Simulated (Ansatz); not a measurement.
## BiB (model cell, started as layered BN type): following an unstable mode

Wanted: the energy along a soft mode of BiB (model cell, started as layered BN type) and the structure at the end.

Method: DFT LDA, scalar-relativistic, plane waves, PAW, in Ansatz 0.2.0.

The structure was built from a prototype and need not be the compound's stable phase.

### Step 1. The structure

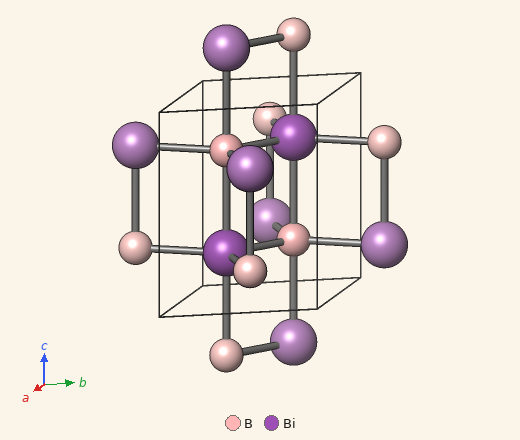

Start, viewed slightly off an axis; boron pink, bismuth purple. Some periodic images of atoms are drawn too.

### Step 2. Response at finite wavevector

The cell comes from relaxations at this level that are not shown. Stability and thermal properties need the whole zone. Linear response on a 3×3×2 q mesh gives force constants as far as a supercell of that size would.

Contents of input.yaml:

```yaml
crystal:
  lattice:
    - [4.1624801381, -2.9003e-06, 0.0]
    - [-2.0812375574, 3.6048149925, 0.0]
    - [0.0, 0.0, 5.3326373303]
  atoms:
    - { symbol: B, position: [0.3333333333, 0.6666666667, 0.25] }
    - { symbol: B, position: [0.6666666667, 0.3333333333, 0.75] }
    - { symbol: Bi, position: [0.6666666667, 0.3333333333, 0.25] }
    - { symbol: Bi, position: [0.3333333333, 0.6666666667, 0.75] }
kpoints:
  mp_grid: { grid: [12, 12, 8] }
hamiltonian:
  xc: lda
scf:
  occupations: { method: methfessel_paxton, width: 0.2 }
output:
  eigenvalues: true
phonons:
  method: dfpt
  qmesh: [3, 3, 2]
  temperatures: { t_max: 1000, t_step: 50 }
  qpath:
    path:
      - [[0.0, 0.0, 0.0], [0.5, 0.0, 0.0], [0.33333333, 0.33333333, 0.0], [0.0, 0.0, 0.0], [0.0, 0.0, 0.5], [0.5, 0.0, 0.5], [0.33333333, 0.33333333, 0.5], [0.0, 0.0, 0.5]]
      - [[0.5, 0.0, 0.5], [0.5, 0.0, 0.0]]
      - [[0.33333333, 0.33333333, 0.5], [0.33333333, 0.33333333, 0.0]]
    npoints: 10
```

Run with:

```bash
$ ansatz run input.yaml --threads 4 --pin off --max-ram 7168MiB --backend cpu --events-out ev --progress --plain --runs-dir out
```

Numbers of over 12 decimals in the logs are rounded to 6 here.

What it wrote:

```text
Warning: phonons: the dynamical matrix that this run interpolates holds no multipole term above the dipole-dipole one, and a site of this crystal is no centre of inversion, so its interpolated transverse optical and acoustic branches and sound speeds can stay off near Gamma, and the density of states and the thermodynamics with them. What a run solves at a wave vector of phonons.qpoints, Gamma apart, where the deck admits one, is free of this, and under fd what a larger phonons.supercell samples
Engine: ansatz 0.2.0, x86_64-unknown-linux-gnu
Pseudopotentials: kind: paw
Pseudopotential: B, paw, valence charge 3, recommended cutoff 420 eV (normal), B.paw.azcp
Pseudopotential: Bi, paw, valence charge 15, recommended cutoff 420 eV (normal), Bi.paw.azcp
Functional definition: SPW92
  exchange = slater_x
  correlation = pw_c
Crystal: 4 atoms, lattice volume = 80.016 Å³
Basis set: ecut = 420 eV, 1559 PW (Γ), exchange–correlation on 60×60×72 points (8 copies of the dense FFT grid, shifted against one another)
Bands: 22, of which v1, the nominal top of the filled ones, is band 18 counted from 1 (17 counted from 0)
Symmetry: 24 space group operations
k-points: 95 of 1152
Non-local potential: B, projectors of the file, l = 0: 2, l = 1: 2, l = 2: 1
Non-local potential: Bi, projectors of the file, l = 0: 2, l = 1: 2, l = 2: 2, l = 3: 2
PAW form: soft (Blöchl's): semilocal exchange-correlation on the pseudo side does not see the compensation charge
PAW frozen core: B, regenerated for the run's functional, and the local potential with it (the file was generated under x = pbe(κ = 0.804, μ = 0.219515), c = pbe(β = 0.066725))
PAW frozen core: Bi, regenerated for the run's functional, and the local potential with it (the file was generated under x = pbe(κ = 0.804, μ = 0.219515), c = pbe(β = 0.066725))
PAW one-centre angular grid: B, 110 points (default); XC on 64 Gauss nodes
PAW one-centre angular grid: Bi, 590 points (default); XC on 64 Gauss nodes
Initial density: superposition of atomic densities (neutral atoms: chi_scale 0, normalization atom), corrected by the library's trained network
Initial wavefunctions: pseudopotential atomic-orbital guess
Functional: x = slater, c = lda
SCF iter   1: F=—  HF=-24466.469335 eV  |F-HF|=—  |Δ(HF+E_count)|=         —  Δρ=7.19e-3  dr2=5.85e-2  ethr=1.77e-3  ⟨swp⟩=5.1  Hψ=9639  notcnv=0
preconditioner: auto → LDOS  [metal: Δε(μ)=0.031 eV  Ē_g=17.772 eV  σ=0.200 eV  W_gap=0.13  n_scr=22 (ndim 8)  ℏωp=24.9 eV  f_vac=0.018  D(μ)=1.63/eV (n_scr^D=8)  β→1.0]
SCF iter   2: F=—  HF=-24466.452126 eV  |F-HF|=—  |Δ(HF+E_count)|=   1.72e-2  S|Δr|=    0.00e0  Δρ=1.45e-3  dr2=8.36e-4  ethr=1.62e-4  ⟨swp⟩=2.1  Hψ=3245  notcnv=0
SCF iter   3: F=—  HF=-24466.452113 eV  |F-HF|=—  |Δ(HF+E_count)|=   1.33e-5  S|Δr|=    0.00e0  Δρ=5.11e-4  dr2=1.60e-4  ethr=2.32e-6  ⟨swp⟩=2.0  Hψ=3799  notcnv=0
SCF iter   4: F=—  HF=-24466.452034 eV  |F-HF|=—  |Δ(HF+E_count)|=   7.91e-5  S|Δr|=    0.00e0  Δρ=1.14e-4  dr2=1.17e-5  ethr=4.44e-7  ⟨swp⟩=2.1  Hψ=3532  notcnv=0
SCF iter   5: F=—  HF=-24466.452012 eV  |F-HF|=—  |Δ(HF+E_count)|=   2.14e-5  S|Δr|=    0.00e0  Δρ=2.75e-5  dr2=6.62e-7  ethr=3.25e-8  ⟨swp⟩=2.0  Hψ=2648  notcnv=0
SCF iter   6: F=—  HF=-24466.452025 eV  |F-HF|=—  |Δ(HF+E_count)|=   1.27e-5  S|Δr|=    0.00e0  Δρ=2.94e-6  dr2=6.57e-9  ethr=1.84e-9  ⟨swp⟩=2.0  Hψ=2858  notcnv=0
SCF iter   7: F=—  HF=-24466.452025 eV  |F-HF|=—  |Δ(HF+E_count)|=  4.37e-11  S|Δr|=    0.00e0  Δρ=3.63e-7  dr2=8.72e-11  ethr=1.82e-11  ⟨swp⟩=2.1  Hψ=3846  notcnv=0
SCF iter   8: F=-24466.452025 eV  HF=-24466.452025 eV  |F-HF|=3.64e-12  |Δ(HF+E_count)|=  1.75e-10  S|Δr|=    0.00e0  Δρ=6.82e-8  dr2=2.27e-12  ethr=1.00e-12  ⟨swp⟩=6.6  Hψ=11415  notcnv=0
SCF 1 converged in 8 iterations: F = -24466.452025 eV  dr2 = 2.27e-12
  greatest PAW one-centre occupation: 0.988 electrons in one spin orbital (limit 2), on the Bi atom at site 3 (counted from 0), in its partial waves of l = 2
Initial density: read from a saved state, or passed on in memory by an earlier SCF of this step, an earlier step, the calling program or the single point that the run made first
iter 1 solved again at ethr=4.02e-8 eV; its pass at ethr=3.10e-3 eV (dr2=1.45e-5 eV) is discarded
SCF iter   1: F=—  HF=-24466.452029 eV  |F-HF|=—  |Δ(HF+E_count)|=         —  Δρ=5.85e-7  dr2=2.46e-10  ethr=4.02e-8  ⟨swp⟩=3.6  Hψ=16478  notcnv=0
eigensolver tolerance schedule: the retry pair's looser diagonalisation over-reported the residual by 58788.52 of it (diagonalisation noise at 3.21 of the residual, at the tolerance the schedule requests for it); recorded, not acted on — ethr = c·dr2/N_el stays at c = 1.0e-1
preconditioner: auto → LDOS  [metal: Δε(μ)=0.015 eV  Ē_g=17.724 eV  σ=0.200 eV  W_gap=0.06  n_scr=22 (ndim 8)  ℏωp=24.9 eV  f_vac=0.012  D(μ)=1.64/eV (n_scr^D=8)  β→1.0]
SCF iter   2: F=—  HF=-24466.452025 eV  |F-HF|=—  |Δ(HF+E_count)|=   3.56e-6  S|Δr|=    0.00e0  Δρ=8.04e-7  dr2=3.77e-10  ethr=1.00e-12  ⟨swp⟩=4.1  Hψ=6715  notcnv=0
SCF iter   3: F=—  HF=-24466.452025 eV  |F-HF|=—  |Δ(HF+E_count)|=  1.42e-10  S|Δr|=    0.00e0  Δρ=3.27e-7  dr2=8.42e-11  ethr=1.00e-12  ⟨swp⟩=2.9  Hψ=4460  notcnv=0
SCF iter   4: F=—  HF=-24466.452025 eV  |F-HF|=—  |Δ(HF+E_count)|=  1.82e-11  S|Δr|=    0.00e0  Δρ=2.45e-7  dr2=4.23e-11  ethr=1.00e-12  ⟨swp⟩=1.0  Hψ=2090  notcnv=0
SCF iter   5: F=-24466.452025 eV  HF=-24466.452025 eV  |F-HF|=3.64e-12  |Δ(HF+E_count)|=  7.28e-12  S|Δr|=    0.00e0  Δρ=1.06e-7  dr2=8.26e-12  ethr=1.00e-12  ⟨swp⟩=2.0  Hψ=4937  notcnv=0
SCF 2 converged in 5 iterations: F = -24466.452025 eV  dr2 = 8.26e-12
phonons: the bands overlap, so this run is a metal and interpolates without the dipole-dipole term. If the crystal is really an insulator or semiconductor, its LO-TO splitting is missing
NSCF: frozen V_eff on 95 k-points
NSCF: frozen V_eff on 370 k-points
DFPT response loops at q = (0, 0, 0) (fractional): preconditioner auto → Kerker (q_TF=auto, 2.388 Å⁻¹) (partly filled bands, converged f_vac=0.012); β = 1.00, the filter's whole step (`scf.mixing.beta` (0.50) is not read by the response loops under this deck's `scf.mixing.preconditioner`; to damp them name `kerker` or `kerker_dos`, under which they read `scf.mixing.beta`, and type it under 1.00, their step now; both keys bind the ground state too); Broyden in place of MSR1
NSCF: frozen V_eff on 740 k-points
DFPT response loops at q = (0, 0, -0.5) (fractional): mixed as the last ones told, above
NSCF: frozen V_eff on 1440 k-points
DFPT response loops at q = (0, 0.333333, 0) (fractional): mixed as the last ones told, above
NSCF: frozen V_eff on 1440 k-points
DFPT response loops at q = (0, 0.333333, -0.5) (fractional): mixed as the last ones told, above
NSCF: frozen V_eff on 1440 k-points
DFPT response loops at q = (0.333333, 0.333333, 0) (fractional): mixed as the last ones told, above
NSCF: frozen V_eff on 1440 k-points
DFPT response loops at q = (0.333333, 0.333333, -0.5) (fractional): mixed as the last ones told, above
SCF converged after 8 iterations
Stability not checked: this state was not tested for a lower state beside it, because cold or Methfessel-Paxton smearing, or corrected tetrahedra, fill the levels in a way that the test cannot read (fill_not_monotonic; see scf.lower_state_search)
Free energy (F): -24466.452025 eV
Harris-Foulkes:  -24466.452025 eV  (|F-HF|=3.64e-12)
Internal energy: -24466.453569 eV  (E = F + TS)
E sigma→0 (E₀):  -24466.452411 eV
Entropy (-TS):   0.001544 eV (0.386 meV/atom)
Fermi energy:    10.358807 eV
--- Per-component energies (eV) ---
  E_band       = -170.839781
  E_kinetic    = 695.927446
  E_local      = -3072.875004  (includes V_loc(G=0)·N_el)
  E_nonlocal   = 1156.144142
  E_hartree    = 999.228639
  E_xc         = -361.443068
  E_vxc        = -361.145241  (∫ρ·V_xc dr)
  E_paw        = -20853.168483  (= ΣΔE_a)
  E_vpaw       = -587.347325  (= ΣTr[D̂ρ^β])
  E_aug_tail   = -0.001070  (compensation charges beyond the density's cutoff)
  E_ewald      = -3030.348070
  E_core_change = 0.081899  (= ΣΔE_core)
  E_smearing   = 0.001544  (= −TS)
  E_closure    = 0.000000  (closes the sum)
  Σ components = -24466.452025   (vs F -24466.452025, Δ=0.00e0)
--- Band table (eV; the first three rows and the last of 95) ---
  k-point 0: bands = [... 14 lower, 7.7741, 7.7741, 10.3778, 10.3778, 10.8010, 11.1391, 12.4827, 12.4827]
  k-point 1: bands = [... 14 lower, 7.8502, 7.8502, 9.9679, 10.2444, 10.2444, 12.0360, 12.5391, 12.5391]
  k-point 2: bands = [... 14 lower, 8.0733, 8.0733, 9.1053, 9.8840, 9.8840, 12.6723, 12.7266, 12.7266]
  k-point 94: bands = [... 14 lower, 5.8673, 5.8673, 11.4893, 11.4893, 12.5282, 12.5282, 13.8387, 13.8387]
--- Phonons (Γ-DFPT): 4 representative perturbations + reference (Σ response iterations 12) ---
  ASR residual: 5.069e-5 → 0.000e0 eV/Å²; symmetrization residual: 4.050e-6 eV/Å²
  ASR residual per site (eV/Å²): 7.87e-6 7.87e-6 5.07e-5 5.07e-5
  Γ frequencies (cm⁻¹): -135.13 -90.36 0.00 0.00 0.00 76.02 76.02 144.45 459.60 459.60 475.55 475.55
--- Phonons (arbitrary-q DFPT): 6 irreducible q on the 3×3×2 mesh ---
  q = [0.0000, 0.0000, 0.0000] (star 1, of the zone-centre solve; hermiticity 8.71e-7, symmetrization 3.02e-8): -135.13 -90.36 -0.00 0.00 0.00 76.02 76.02 144.45 459.60 459.60 475.55 475.55
  q = [0.0000, 0.0000, -0.5000] (star 1, 4 solved perturbations in 930 linear systems a pass and spin channel, the states on 370 of 1152 k-point pairs; hermiticity 7.81e-7, symmetrization 7.81e-8): 50.02 50.02 50.02 50.02 69.82 69.82 278.31 278.31 466.70 466.70 466.70 466.70
  q = [0.0000, 0.3333, 0.0000] (star 6, 6 solved perturbations in 3660 linear systems a pass and spin channel, the states on 720 of 1152 k-point pairs; hermiticity 9.13e-7, symmetrization 5.75e-8): -112.24 -63.42 29.11 74.85 85.08 86.41 102.52 143.34 409.08 415.22 448.68 449.25
  q = [0.0000, 0.3333, -0.5000] (star 6, 6 solved perturbations in 3660 linear systems a pass and spin channel, the states on 720 of 1152 k-point pairs; hermiticity 6.92e-7, symmetrization 4.09e-7): 46.29 46.29 63.21 63.21 104.22 104.22 213.24 213.24 429.82 429.82 439.87 439.87
  q = [0.3333, 0.3333, 0.0000] (star 2, 4 solved perturbations in 1750 linear systems a pass and spin channel, the states on 720 of 1152 k-point pairs; hermiticity 1.03e-6, symmetrization 5.12e-8): -114.68 -114.68 60.40 96.50 96.50 106.22 113.04 113.04 382.26 382.26 415.60 442.84
  q = [0.3333, 0.3333, -0.5000] (star 2, 4 solved perturbations in 1750 linear systems a pass and spin channel, the states on 720 of 1152 k-point pairs; hermiticity 3.75e-7, symmetrization 3.79e-8): 34.51 34.51 89.56 89.56 109.62 109.62 167.46 167.46 405.58 405.58 440.51 440.51
  sum rule: each row above includes the acoustic sum rule's correction from the zone centre's row sums; it moved no ω² by more than (0.44 cm⁻¹)²
  mesh force constants: q→R imaginary residual 1.30e-16; ASR residual 5.069e-5 → 0.000e0 eV/Å²; symmetrization residual 7.105e-15 eV/Å²
  interpolated dispersion: 93 rows × 12 modes
  density of states and harmonic sums: on the 18×18×12 q-mesh, interpolated from the force constants of a 3×3×2 supercell (no non-analytic term)
  largest difference from the sums on the solved wave vectors: F 4.73e-2 eV, S 5.88e-5 and C_V 1.31e-5 eV/K
  zero-point energy: 0.149044 eV/cell   skipped modes (ω ≤ 0): 266, of them read as no rigid motion or as one in doubt: 263 (1.031e0 modes/cell left out, lowest -135.13 cm⁻¹)   left out of the sums: 8.60e-2 of the cell's modes: C_V's classical limit lies that fraction below 3 k_B per atom; for a crystal, a wire or a layer, F and S can be off by more, and a phonons.interpolated_qmesh denser along its periods is the remedy for the sampling
```

Run time: 4.7 min. Hardware: 4 threads of Intel Xeon 6975P-C (Granite Rapids), shared host; peak memory 3.6 GiB.

This step gave:

```
volume per atom                                         : 20.00 Å³
gap on the k-mesh                                       : 0 eV
sum-rule residual before enforcement                    : 5.07e-5 eV/Å²
lowest frequency on the path                            : -135.1 cm⁻¹
point group                                             : 6/mmm
highest frequency on the path or at a solved wavevector : 475.6 cm⁻¹
highest optical mode at the zone centre (no LO-TO term) : 475.6 cm⁻¹
lowest optical zone-centre mode                         : -135.1 cm⁻¹
lowest mode on the q mesh (acoustic modes at Γ apart)   : -135.1 cm⁻¹
```

Frequencies (cm⁻¹) solved at each irreducible wavevector; negative means imaginary. Frequencies by wavevector, by row:

| q in reciprocal lattice units | star | mode 1 | mode 2 | mode 3 | mode 4 | mode 10 | mode 11 | mode 12 |
| --- | --- | --- | --- | --- | --- | --- | --- | --- |
| 0 0 0 | 1 | -135.1 | -90.4 | 0 | 0 | 459.6 | 475.6 | 475.6 |
| 0 0 -0.5 | 1 | 50 | 50 | 50 | 50 | 466.7 | 466.7 | 466.7 |
| 0 0.3333 0 | 6 | -112.2 | -63.4 | 29.1 | 74.8 | 415.2 | 448.7 | 449.2 |
| 0 0.3333 -0.5 | 6 | 46.3 | 46.3 | 63.2 | 63.2 | 429.8 | 439.9 | 439.9 |
| 0.3333 0.3333 0 | 2 | -114.7 | -114.7 | 60.4 | 96.5 | 382.3 | 415.6 | 442.8 |
| 0.3333 0.3333 -0.5 | 2 | 34.5 | 34.5 | 89.6 | 89.6 | 405.6 | 440.5 | 440.5 |

Interpolated from a 3×3×2 q mesh. The phonon branches at the labelled points (cm⁻¹):

| point | branch 1 | branch 2 | branch 3 | branch 4 | branch 9 | branch 10 | branch 11 | branch 12 |
| --- | --- | --- | --- | --- | --- | --- | --- | --- |
| Γ | -135 | -90 | 0 | 0 | 460 | 460 | 476 | 476 |
| M | -100 | -86 | 20 | 82 | 392 | 404 | 434 | 434 |
| K | -115 | -115 | 60 | 96 | 382 | 382 | 416 | 443 |
| Γ | -135 | -90 | 0 | 0 | 460 | 460 | 476 | 476 |
| A | 50 | 50 | 50 | 50 | 467 | 467 | 467 | 467 |
| L | 44 | 44 | 62 | 62 | 419 | 419 | 431 | 431 |
| H | 34 | 34 | 90 | 90 | 406 | 406 | 440 | 440 |
| A | 50 | 50 | 50 | 50 | 467 | 467 | 467 | 467 |
| jump to L | 44 | 44 | 62 | 62 | 419 | 419 | 431 | 431 |
| M | -100 | -86 | 20 | 82 | 392 | 404 | 434 | 434 |
| jump to H | 34 | 34 | 90 | 90 | 406 | 406 | 440 | 440 |
| K | -115 | -115 | 60 | 96 | 382 | 382 | 416 | 443 |

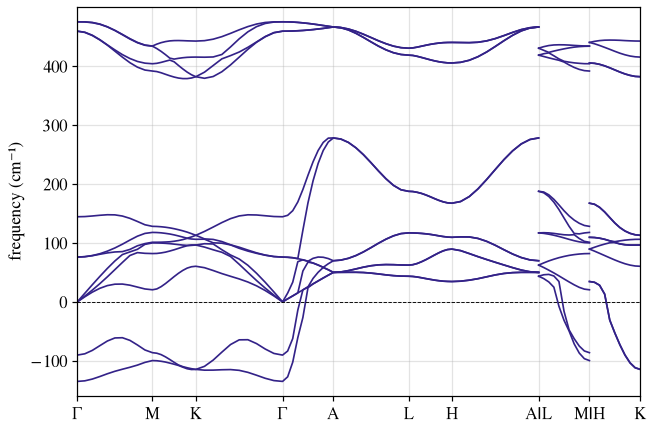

Phonon branches along the path.

Symmetry leaves 6 wavevectors to solve. The lowest mode among them, the acoustic zeros apart, lies at Γ and is imaginary, 135.1i cm⁻¹, so the energy falls along it.

### Step 3. The mode frozen in, largest atomic shift 0 Å

The mode followed lies at q = (0.333, 0.333, 0) with frequency 114.7i cm⁻¹ and is 2-fold degenerate, one of the unstable modes though not the softest. At small amplitude the distorted cell has space group no. 150 by a symmetry search on the positions. The undistorted cell that holds it gives the zero of energy on the same k mesh.

System of this step: BiB (model cell, started as layered BN type). The structure is hexagonal, space group P6_3/mmc (No. 194). Conventional cell: a = 4.162 Å, b = 4.162 Å, c = 5.333 Å, α = 90.00°, β = 90.00°, γ = 120.00°. Nearest to B lie 5 Bi at 2.40 to 2.67 Å. Bi has 5 B at 2.40 to 2.67 Å nearest. Farther neighbours are not listed.

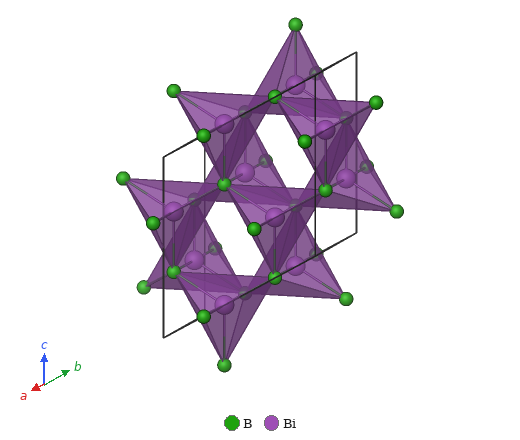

The cell of this step (boron green, bismuth purple). Some periodic images of atoms are drawn too.

Contents of input.yaml:

```yaml
crystal:
  lattice:
    - [0.0, 0.0, 5.3326373303]
    - [6.2437176955, -3.6048178928, 0.0]
    - [6.2437227189, 3.604809192, 0.0]
  atoms:
    - { symbol: B, position: [0.25, 0.6666666667, 0.3333333333] }
    - { symbol: B, position: [0.25, 0.0, 0.6666666667] }
    - { symbol: B, position: [0.25, 0.3333333333, 1.0] }
    - { symbol: B, position: [0.75, 0.0, 0.3333333333] }
    - { symbol: B, position: [0.75, 0.3333333333, 0.6666666667] }
    - { symbol: B, position: [0.75, 0.6666666667, 0.0] }
    - { symbol: Bi, position: [0.25, 0.0, 0.3333333333] }
    - { symbol: Bi, position: [0.25, 0.3333333333, 0.6666666667] }
    - { symbol: Bi, position: [0.25, 0.6666666667, 0.0] }
    - { symbol: Bi, position: [0.75, 0.6666666667, 0.3333333333] }
    - { symbol: Bi, position: [0.75, 0.0, 0.6666666667] }
    - { symbol: Bi, position: [0.75, 0.3333333333, 1.0] }
kpoints:
  mp_grid: { grid: [8, 6, 6] }
hamiltonian:
  xc: lda
scf:
  occupations: { method: methfessel_paxton, width: 0.2 }
output:
  forces: true
  stress: true
  eigenvalues: true
```

What it wrote:

```text
[...]
Crystal: 12 atoms, lattice volume = 240.048 Å³
Basis set: ecut = 420 eV, 4649 PW (Γ)
Bands: 66, of which v1, the nominal top of the filled ones, is band 54 counted from 1 (53 counted from 0)
Symmetry: 72 space group operations
[...]
k-points: 35 of 288
[...]
k-point 0: bands = [... 50 lower, 7.7747, 7.7747, 10.3787, 10.3787, 10.8006, 11.1396, 12.4830, 12.4830, ... 8 higher]
  k-point 1: bands = [... 50 lower, 7.9686, 8.7389, 9.3167, 10.2027, 10.6009, 11.5572, 11.8985, 12.0129, ... 8 higher]
  k-point 2: bands = [... 50 lower, 8.4632, 8.5919, 9.6758, 9.7399, 10.0259, 10.0528, 11.2082, 12.0913, ... 8 higher]
  k-point 34: bands = [... 50 lower, 10.2820, 10.2820, 10.2820, 10.2820, 10.7159, 10.7159, 10.7159, 10.7159, ... 8 higher]
[key lines of the parts left out:]
SCF converged after 6 iterations
Free energy (F): -73399.334856 eV
Fermi energy:    10.351551 eV
P = ⅓ Tr σ = 0.0171 GPa (0.171 kbar)
```

It took 3.9 s on 4 threads; peak memory 1.1 GiB; 15 s of CPU time.

This step gave:

```yaml
pressure: 0.01712 GPa
energy_from_the_undistorted_cell: 0 meV/atom
```

The run ends at a pressure of 0.02 GPa.

### Step 4. The mode frozen in, largest atomic shift 0.14 Å

The atoms are moved along the unstable eigenvector, the largest shift by 0.14 Å, with the cell fixed.

Contents of input.yaml:

```yaml
crystal:
  lattice:
    - [0.0, 0.0, 5.3326373303]
    - [6.2437176955, -3.6048178928, 0.0]
    - [6.2437227189, 3.604809192, 0.0]
  atoms:
    - { symbol: B, position: [0.2500000033, 0.6666666667, 0.3333333333] }
    - { symbol: B, position: [0.25, 0.0, 0.6666666667] }
    - { symbol: B, position: [0.2499999967, 0.3333333333, 1.0] }
    - { symbol: B, position: [0.7762534261, 0.0, 0.3333333333] }
    - { symbol: B, position: [0.7500003175, 0.3333333333, 0.6666666667] }
    - { symbol: B, position: [0.7237472088, 0.6666666667, 0.0] }
    - { symbol: Bi, position: [0.2453625474, 0.0, 0.3333333333] }
    - { symbol: Bi, position: [0.2499999439, 0.3333333333, 0.6666666667] }
    - { symbol: Bi, position: [0.2546373404, 0.6666666667, 0.0] }
    - { symbol: Bi, position: [0.7500000184, 0.6666666667, 0.3333333333] }
    - { symbol: Bi, position: [0.75, 0.0, 0.6666666667] }
    - { symbol: Bi, position: [0.7499999816, 0.3333333333, 1.0] }
kpoints:
  mp_grid: { grid: [8, 6, 6] }
hamiltonian:
  xc: lda
scf:
  occupations: { method: methfessel_paxton, width: 0.2 }
output:
  forces: true
  stress: true
  eigenvalues: true
```

What it wrote:

```text
[...]
k-point 0: bands = [... 50 lower, 7.7858, 7.7858, 10.3977, 10.3977, 10.7722, 11.1453, 12.4642, 12.4642, ... 8 higher]
  k-point 1: bands = [... 50 lower, 7.9926, 8.7798, 9.3341, 10.2224, 10.5621, 11.5598, 11.8932, 12.0073, ... 8 higher]
  k-point 2: bands = [... 50 lower, 8.4577, 8.6214, 9.7021, 9.7622, 9.9010, 10.1511, 11.2183, 12.0771, ... 8 higher]
  k-point 43: bands = [... 50 lower, 10.2728, 10.2886, 10.3546, 10.3546, 10.5755, 10.5755, 10.7034, 10.7046, ... 8 higher]
[key lines of the parts left out:]
SCF converged after 7 iterations
Free energy (F): -73399.342309 eV
Fermi energy:    10.351152 eV
P = ⅓ Tr σ = 0.1946 GPa (1.946 kbar)
```

The job ended after 6.6 s (4 threads; peak memory 1 GiB; 25 s of CPU time).

Numbers from this step:

```yaml
pressure: 0.1946 GPa
energy_from_the_undistorted_cell: -0.612 meV/atom
```

The energy, extrapolated to zero smearing, is -0.61 meV/atom against the undistorted cell.

The run ends at a pressure of 0.19 GPa, with forces up to 0.15 eV/Å.

(Continued in part 2 of 2.)

[Logs are printed without paths, hosts, clocks, repeated set-up lines and the standing remarks that a program may print on its own settings, such as how far it seeks lower states.]

[Hosts, paths, dates, database ids (printed as entryN), source tags and the programs' standing remarks are cut or masked in the printed files.]
